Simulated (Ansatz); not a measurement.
CsLiGe₂S₄ (space group P4/mmm, No. 123). Coordinates: the end point of a relaxation with DFT PBE, scalar-relativistic, plane waves, PAW in Ansatz 0.2.0; the starting structure was generated, so it need not be a known form of this composition.

```yaml
crystal:
  lattice:
    - [4.72412, 0.00000, 0.00000]
    - [0.00000, 4.72412, 0.00000]
    - [0.00000, 0.00000, 9.11588]
  atoms:
    - { symbol: Cs, position: [0.50000, 0.50000, 0.00000] }
    - { symbol: Li, position: [0.50000, 0.50000, 0.50000] }
    - { symbol: Ge, position: [0.00000, 0.00000, 0.64084] }
    - { symbol: Ge, position: [0.00000, 0.00000, 0.35916] }
    - { symbol: S, position: [0.50000, 0.00000, 0.70261] }
    - { symbol: S, position: [0.00000, 0.50000, 0.70261] }
    - { symbol: S, position: [0.50000, 0.00000, 0.29739] }
    - { symbol: S, position: [0.00000, 0.50000, 0.29739] }
```

Bonds are taken as Ge–Ge below 2.9 Å and Ge–S below 2.7 Å; Cs and Li are left out of the net, as the electropositive filling of the structure. Simplification: prune 0- and 1-connected atoms, fold 2-connected ones into links.

Derive the underlying net.

The result is a uninodal 5-connected, two-periodic (layers) net: Ge is a 5-connected node. S becomes part of the edges. The layers lie parallel to (001).

```json
{"node": "Ge", "links": "5", "point symbol": "4⁸·6²", "coordination sequence": "5 12 20 28 36 44 52 60 68 76"}
```

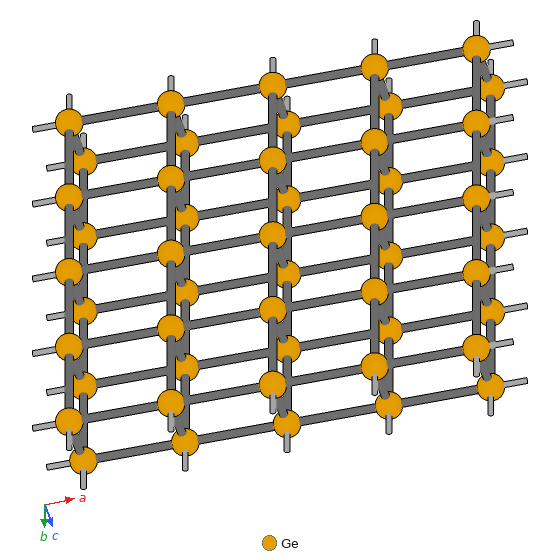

Nodes are coloured by element. One layer is drawn. Edges to nodes outside the piece are drawn as stubs.
